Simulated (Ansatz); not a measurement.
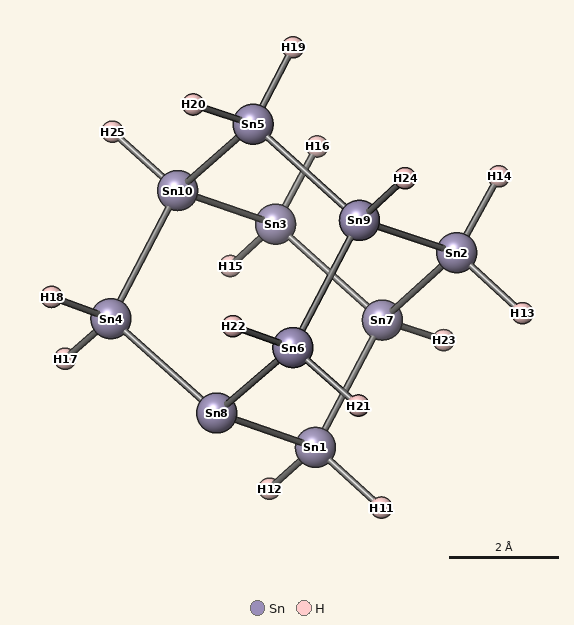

**Figure 1.** The starting structure (ball-and-stick view, seen at an oblique angle; atoms are numbered from 1 in the order of the input). Sticks mark near contacts. Bond lengths as drawn: H–Sn 1.69 to 1.77 Å and Sn–Sn 2.77 to 2.82 Å.

**Run report: Sn10H15 (charge +1), geometry relaxation (part 1 of 2)**

System: Sn10H15 (Sn10H16 off sphere), charge +1.
Method: RKS PBE-D4/def2-SVP (Ansatz 0.2.0).

Figures and captions count atoms from 1; the log counts them from 0 in places.

**Input**
```yaml
crystal:
  periodic: [false, false, false]
  atoms:
    - {symbol: Sn, position_ang: [0.109800, -3.337300, 0.109600]}
    - {symbol: Sn, position_ang: [0.085100, -0.091000, -3.133700]}
    - {symbol: Sn, position_ang: [-3.148400, -0.095900, 0.110100]}
    - {symbol: Sn, position_ang: [0.109000, -0.104200, 3.357800]}
    - {symbol: Sn, position_ang: [0.093600, 3.137900, 0.097400]}
    - {symbol: Sn, position_ang: [3.358600, -0.104000, 0.100200]}
    - {symbol: Sn, position_ang: [-1.529600, -1.731000, -1.517800]}
    - {symbol: Sn, position_ang: [1.723000, -1.707700, 1.742200]}
    - {symbol: Sn, position_ang: [1.686500, 1.489500, -1.520500]}
    - {symbol: Sn, position_ang: [-1.524200, 1.521100, 1.730400]}
    - {symbol: H, position_ang: [1.129400, -4.359300, -0.894100]}
    - {symbol: H, position_ang: [-0.857800, -4.333000, 1.107600]}
    - {symbol: H, position_ang: [1.090000, -1.122400, -4.130900]}
    - {symbol: H, position_ang: [-0.886800, 0.870000, -4.143700]}
    - {symbol: H, position_ang: [-4.134500, -1.111800, 1.096200]}
    - {symbol: H, position_ang: [-4.132000, 0.889000, -0.896000]}
    - {symbol: H, position_ang: [-0.879500, -1.084300, 4.347500]}
    - {symbol: H, position_ang: [1.085400, 0.899400, 4.335100]}
    - {symbol: H, position_ang: [-0.875200, 4.117300, -0.874700]}
    - {symbol: H, position_ang: [1.097400, 4.114700, 1.093000]}
    - {symbol: H, position_ang: [4.343500, -1.093600, -0.903200]}
    - {symbol: H, position_ang: [4.326100, 0.891400, 1.090700]}
    - {symbol: H, position_ang: [-2.507400, -2.708800, -2.535700]}
    - {symbol: H, position_ang: [2.724000, 2.529300, -2.515400]}
    - {symbol: H, position_ang: [-2.523100, 2.522200, 2.724000]}
basis:
  gaussian: {orbitals: def2-SVP}
total_charge: 1
hamiltonian: {xc: pbe, dispersion: d4}
scf: {lower_state_search: "off"}
output: {orbitals: {seedname: orbitals}}
relax: {f_tol: 0.03, max_steps: 70}
```

Launched with:
```bash
ansatz run in.yaml --threads 2 --pin off --events-out ev --progress --plain --max-ram 22528MiB --backend cuda --devices 0, --max-vram 18GiB
```

**Log**
```
Functional definition: PBE
  name "PBE"
  cite "Perdew, Burke & Ernzerhof, Phys. Rev. Lett. 77, 3865 (1996) doi:10.1103/PhysRevLett.77.3865"
  parent pbe
  parameter kappa = 0.804
  parameter beta = 0.06672455060314922
  exchange = pbe_x(kappa = kappa, mu = beta*pi^2/3)
  correlation = pbe_c(beta = beta)
these checks for a lower state are left out or cut short: stability, starts, cluster_reference, orbital_swaps, neighbouring_geometries, increment
3780 factors; their error is unknown
mean field evaluation 1: about -58550.1092 eV, gradient 2.8e1 eV
mean field evaluation 2: about -58528.9134 eV, gradient 6.3e1 eV
mean field evaluation 4: about -58553.6238 eV, gradient 5.9e0 eV
mean field evaluation 8: about -58553.7872 eV, gradient 1.5e-1 eV
mean field evaluation 16: about -58553.7366 eV, gradient 1.1e-3 eV
mean field -58553.73660691 eV, -2151.8101311557 hartree, gradient 2.2e-6 eV, S^2 0.000000; 0 other end points of the search recorded, 0 dependent functions left out
the calculation of the forces begins
reference -58553.73670289 eV, -2151.8101346830 hartree; 117, 117 occupied and 218, 218 virtual orbitals, 3780 factors
relax step   1: F+E_penalty+E_count = -58555.15492247 eV  Δ(F+E_penalty+E_count) = +0.000e0 eV  max|allowed force component| = 7.327e-1 eV/Å  Δτ_max = 0.0000 Å  (21 SCF iters, accepted)
these checks for a lower state are left out or cut short: stability, starts, cluster_reference, orbital_swaps, neighbouring_geometries, increment
3780 factors; their error is unknown
mean field -58553.96787884 eV, -2151.8186302425 hartree, gradient 1.9e-6 eV, S^2 0.000000; 0 other end points of the search recorded, 0 dependent functions left out
the calculation of the forces begins
reference -58553.96797479 eV, -2151.8186337686 hartree; 117, 117 occupied and 218, 218 virtual orbitals, 3780 factors
relax step   2: F+E_penalty+E_count = -58555.37854867 eV  Δ(F+E_penalty+E_count) = -2.236e-1 eV  max|allowed force component| = 7.441e-1 eV/Å  Δτ_max = 0.1949 Å  (20 SCF iters, accepted)
these checks for a lower state are left out or cut short: stability, starts, cluster_reference, orbital_swaps, neighbouring_geometries, increment
3780 factors; their error is unknown
mean field evaluation 32: about -58554.0430 eV, gradient 9.6e0 eV
mean field -58554.09449724 eV, -2151.8232833828 hartree, gradient 1.8e-6 eV, S^2 0.000000; 0 other end points of the search recorded, 0 dependent functions left out
the calculation of the forces begins
reference -58554.09459359 eV, -2151.8232869237 hartree; 117, 117 occupied and 218, 218 virtual orbitals, 3780 factors
relax step   3: F+E_penalty+E_count = -58555.49830088 eV  Δ(F+E_penalty+E_count) = -1.198e-1 eV  max|allowed force component| = 1.123e-1 eV/Å  Δτ_max = 0.1580 Å  (21 SCF iters, accepted)
these checks for a lower state are left out or cut short: stability, starts, cluster_reference, orbital_swaps, neighbouring_geometries, increment
3780 factors; their error is unknown
mean field -58554.11006308 eV, -2151.8238554170 hartree, gradient 1.6e-6 eV, S^2 0.000000; 0 other end points of the search recorded, 0 dependent functions left out
the calculation of the forces begins
reference -58554.11015963 eV, -2151.8238589651 hartree; 117, 117 occupied and 218, 218 virtual orbitals, 3780 factors
relax step   4: F+E_penalty+E_count = -58555.51621871 eV  Δ(F+E_penalty+E_count) = -1.792e-2 eV  max|allowed force component| = 5.607e-2 eV/Å  Δτ_max = 0.1154 Å  (19 SCF iters, accepted)
these checks for a lower state are left out or cut short: stability, starts, cluster_reference, orbital_swaps, neighbouring_geometries, increment
3780 factors; their error is unknown
mean field -58554.11043960 eV, -2151.8238692536 hartree, gradient 2.9e-6 eV, S^2 0.000000; 0 other end points of the search recorded, 0 dependent functions left out
the calculation of the forces begins
reference -58554.11053575 eV, -2151.8238727871 hartree; 117, 117 occupied and 218, 218 virtual orbitals, 3780 factors
relax step   5: F+E_penalty+E_count = -58555.51942387 eV  Δ(F+E_penalty+E_count) = -3.205e-3 eV  max|allowed force component| = 2.623e-2 eV/Å  Δτ_max = 0.0242 Å  (19 SCF iters, accepted)
```

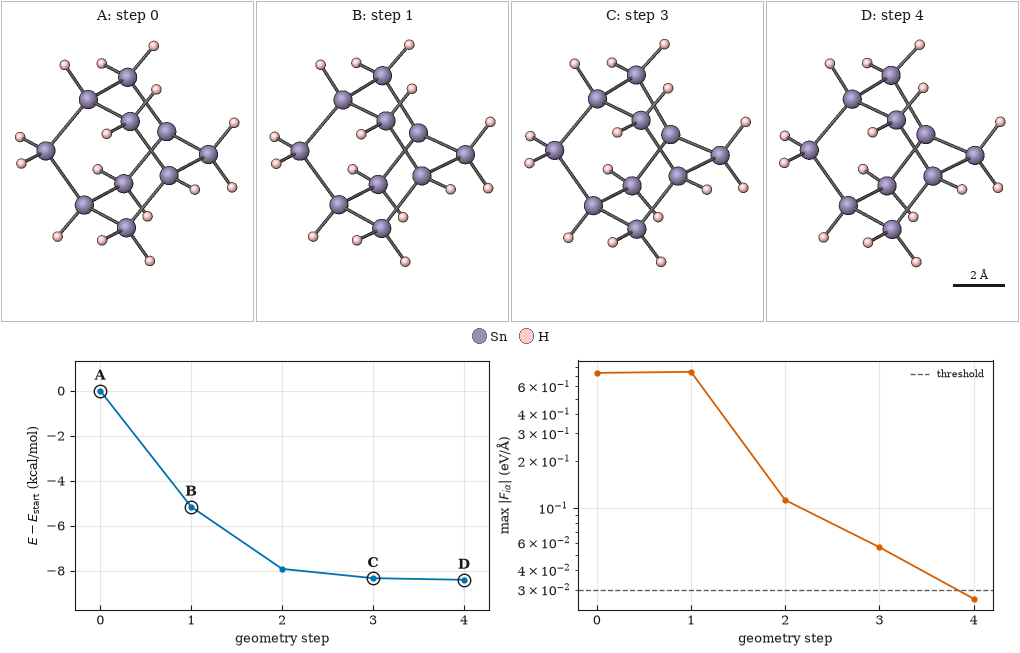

**Figure 2.** Frames of the relaxation (ball-and-stick view, seen at a tilt) above the curves, on which the letters mark them (the first geometry is step 0 here and step 1 in the log).

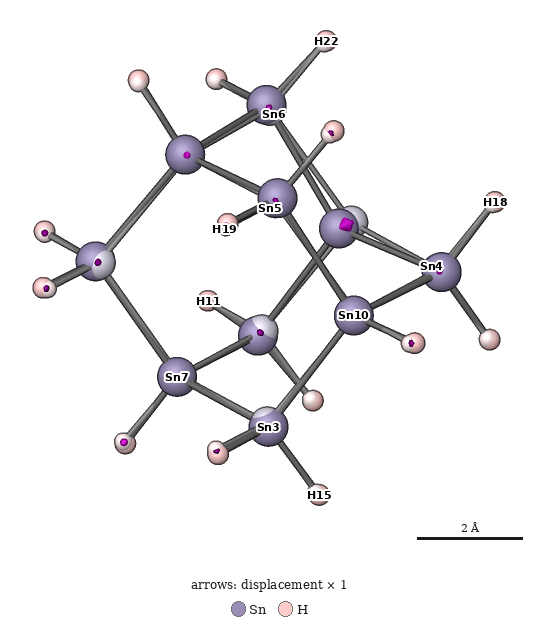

**Figure 3.** Start (faint) and end (solid) with the displacements as pink arrows, at true length (ball-and-stick view, seen at a tilt). The two geometries are laid on each other by the best rigid fit. The energy falls by 8.41 kcal/mol in 4 geometry steps. Largest force component: 0.73 eV/Å at the start, 0.026 eV/Å at the end. The largest move after the best rigid fit is that of Sn8, 0.39 Å. By element the largest moves are Sn 0.39 Å, H 0.12 Å. Among the contacts that change: Sn2–Sn9 2.769 → 2.819 Å, Sn5–H19 1.686 → 1.728 Å, Sn1–Sn7 2.814 → 2.856 Å, Sn9–H24 1.774 → 1.738 Å. Among the angles that change: Sn7–Sn1–Sn8 109.8° → 99.8°, Sn8–Sn4–Sn10 109.4° → 99.8°, Sn8–Sn6–Sn9 108.2° → 99.7°. (Atoms are counted from 1 in the order of the input.)

```
Total energy: -58555.51952002 eV, -2151.8756520041 hartree
Atom 0 at     0.047724    -3.412693     0.043542 Å, force     0.003298    -0.016672     0.003043 eV/Å
Atom 1 at     0.136547    -0.150338    -3.195964 Å, force    -0.023469     0.024389    -0.003957 eV/Å
Atom 2 at    -3.201908    -0.140698     0.138844 Å, force    -0.002176     0.022668    -0.023904 eV/Å
Atom 3 at     0.041541    -0.036788     3.413772 Å, force     0.002534    -0.007296     0.018382 eV/Å
Atom 4 at     0.134779     3.194426     0.141555 Å, force    -0.026229     0.004929    -0.025438 eV/Å
Atom 5 at     3.411707    -0.033416     0.036086 Å, force     0.020977    -0.004071     0.000522 eV/Å
Atom 6 at    -1.567528    -1.687087    -1.558926 Å, force     0.010371    -0.018706     0.008794 eV/Å
Atom 7 at     1.502201    -1.492768     1.499006 Å, force    -0.003368     0.000027     0.000024 eV/Å
Atom 8 at     1.672061     1.563753    -1.567832 Å, force     0.017603    -0.007111     0.006351 eV/Å
Atom 9 at    -1.570009     1.561984     1.682022 Å, force     0.010762    -0.007516     0.016565 eV/Å
Atom 10 at     1.146759    -4.371995    -0.880063 Å, force     0.002521     0.001910    -0.003902 eV/Å
Atom 11 at    -0.859801    -4.387557     1.142060 Å, force    -0.006200     0.003251     0.002037 eV/Å
Atom 12 at     1.161596    -1.175585    -4.135908 Å, force     0.005333    -0.003237     0.006165 eV/Å
Atom 13 at    -0.846248     0.829254    -4.226519 Å, force    -0.001224     0.000020    -0.007731 eV/Å
Atom 14 at    -4.161170    -1.154683     1.156666 Å, force     0.004136    -0.004926     0.003230 eV/Å
Atom 15 at    -4.210712     0.849192    -0.856401 Å, force    -0.010956    -0.000427     0.001884 eV/Å
Atom 16 at    -0.871331    -1.135222     4.383978 Å, force    -0.003901    -0.002141    -0.003107 eV/Å
Atom 17 at     1.135863     0.886465     4.378603 Å, force     0.002738     0.004758    -0.002552 eV/Å
Atom 18 at    -0.848878     4.218794    -0.843547 Å, force    -0.001467     0.011057     0.001638 eV/Å
Atom 19 at     1.157155     4.138442     1.165513 Å, force     0.005997    -0.004016     0.002299 eV/Å
Atom 20 at     4.377578    -1.129399    -0.883997 Å, force    -0.000876    -0.004011    -0.003303 eV/Å
Atom 21 at     4.380494     0.887448     1.128694 Å, force    -0.001936     0.005302     0.003319 eV/Å
Atom 22 at    -2.498908    -2.819544    -2.491425 Å, force    -0.000928     0.002404     0.001209 eV/Å
Atom 23 at     2.795608     2.499955    -2.506547 Å, force    -0.002605    -0.000898     0.002161 eV/Å
Atom 24 at    -2.502221     2.495560     2.812889 Å, force    -0.000934     0.000312    -0.003728 eV/Å
Dipole moment:     0.238870    -0.241295     0.244058 e Å
Checks for a lower state left out: stability, starts, cluster_reference, orbital_swaps, neighbouring_geometries, increment
```
